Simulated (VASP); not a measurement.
Band structure of SrTi$_{3}$ (space group Pm-3m). All values below come from PBE GGA, VASP's PBE PAW potentials (set 64) (plane waves; VASP).

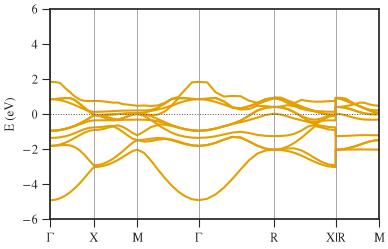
Figure. Bands along high-symmetry lines, zero at the valence-band maximum or, without a gap, the Fermi level

Read the plot: is there a gap, and where are the band edges?

It has no gap at this level: it comes out as a metal or semimetal.

The structure was generated: SrTi3 was put into an ordered model structure, which need not be its known phase. The cell was not relaxed at this level.
